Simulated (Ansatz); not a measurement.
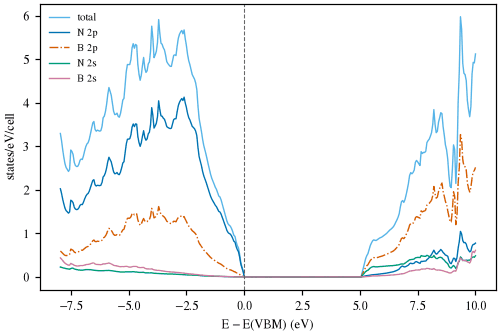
Figure: Total and projected density of states of BN in space group P6_3mc (No. 186; Pearson symbol hP12), DFT-PBEsol in the program Ansatz with PAW potentials

Which orbitals carry the states next to the gap?

Top 1 eV of the valence band: N 2p 84 %, B 2p 14 %. Bottom 1 eV of the conduction band: B 2p 52 %, N 2s 28 %, N 2p 7 %, outside the projected shells 10 %. Projections are on Löwdin-orthogonalised atomic valence shells; empty p or d shells of many metals are not among them.

Where is the tallest occupied peak in this window, and what makes it?

Near -3.7 eV, about 5.9 states/eV per cell; the largest projected share is N 2p.

The cell is a constructed one: a structure type filled with these elements. Its sites differ from those of the usual phase in this space group: another stacking or structure type. The PBEsol relaxation kept the symmetry of its start; of distortions, only those at the zone centre were tested.

Potentials: the later of the program's two PAW sets.
